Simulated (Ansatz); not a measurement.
# CH4AlN: the cost of one run

Computed with Ansatz 0.2.0, driven from Python. The levels of theory stand in the script.

**1. The structure**

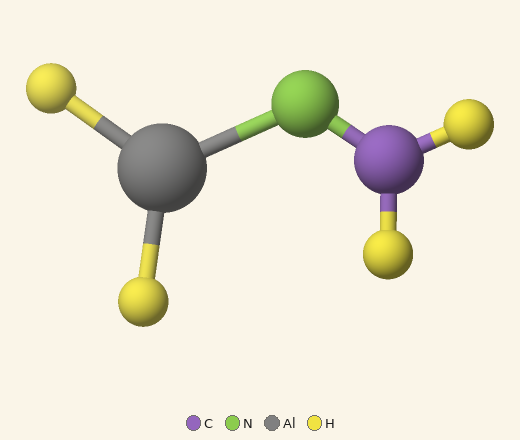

The starting structure, viewed from a chosen angle; carbon purple, nitrogen green, aluminium grey, hydrogen yellow.

Input file ch4aln.xyz:

```xyz
7

C    -1.20710   -0.26320   -0.66870
N    -0.20080   -0.83320   -0.29150
Al    1.18080    0.06200    0.61250
H    -1.95850   -0.75750   -1.20300
H    -1.38910    0.83760   -0.51880
H     1.10220    1.63940    0.93300
H     2.53360   -0.75320    1.09080
```

**2. Script**

run_composite.py

```python
"""Relax CH4AlN cheaply, then refine its energy."""

import logging
import sys

import ansatz as az
import numpy as np

logging.basicConfig(stream=sys.stdout, format="%(name)s: %(message)s")
log = logging.getLogger("run")
log.setLevel(logging.INFO)

params = {
    "basis_set": "def2-SVP",
    "functional": "r2SCAN",
}

molecule = az.Crystal.molecule_from_extxyz("ch4aln.xyz")

job = molecule.calculation().basis(gaussian=params["basis_set"]).functional(params["functional"])
symbols = [site.symbol for site in molecule.cartesian_sites]
start = np.array([site.position_ang for site in molecule.cartesian_sites], dtype=float)
data = job.relax(force_tolerance=0.01).run(threads=1).report
end = np.array(data["positions_ang"])
log.info("final positions (A) and the move of each atom")
for symbol, xyz, old in zip(symbols, end, start):
    log.info(f"{symbol:2s} {xyz[0]:10.5f} {xyz[1]:10.5f} {xyz[2]:10.5f}   {np.linalg.norm(xyz - old):7.4f}")

minimum = az.Crystal.molecule()
for symbol, place in zip(symbols, end):
    minimum = minimum.atom(symbol, place.tolist())
at_minimum = minimum.calculation()
# MP2 extrapolated to the basis limit, plus the small-basis difference CCSD(T) - MP2
level = lambda method, basis: at_minimum.basis(gaussian=basis).correlation(method).run(threads=1).report
small, large, cluster = level("mp2", "cc-pVDZ"), level("mp2", "cc-pVTZ"), level("ccsd_t", "cc-pVDZ")
corr = lambda each: (each["free_energy_ev"] - each["reference_energy_ev"]) / 27.211386246
mp2_limit = (27 * corr(large) - 8 * corr(small)) / 19
pieces = {"HF / cc-pVTZ": large["reference_energy_ev"] / 27.211386246, "MP2 correlation, DZ-TZ limit": mp2_limit, "CCSD(T) - MP2 / cc-pVDZ": corr(cluster) - corr(small)}
for name, value in pieces.items():
    log.info(f"{name:32s} {value:14.6f} Ha")
log.info(f"{'sum':32s} {sum(pieces.values()):14.6f} Ha")
print("T1 diagnostic", round(cluster["correlation"]["coupled_cluster"]["t1_diagnostic"], 4))
```

**3. What the engine is handed**

The package turns the script's settings into the engine's input (first run):

```yaml
crystal:
  periodic: [false, false, false]
  atoms:
    - { symbol: C, position_ang: [-1.2071, -0.2632, -0.6687] }
    - { symbol: "N", position_ang: [-0.2008, -0.8332, -0.2915] }
    - { symbol: Al, position_ang: [1.1808, 0.062, 0.6125] }
    - { symbol: H, position_ang: [-1.9585, -0.7575, -1.203] }
    - { symbol: H, position_ang: [-1.3891, 0.8376, -0.5188] }
    - { symbol: H, position_ang: [1.1022, 1.6394, 0.933] }
    - { symbol: H, position_ang: [2.5336, -0.7532, 1.0908] }
basis:
  gaussian:
    orbitals: def2-SVP
hamiltonian:
  xc: r2scan
relax:
  f_tol: 0.01
```

**4. Launch**

On the command line:

```console
> python run_composite.py
```

**Question.** How long does this script take on 1 thread of Arm Neoverse V2, shared host, and how much memory does it need?

About 45 s, with a peak of 0.29 GiB.
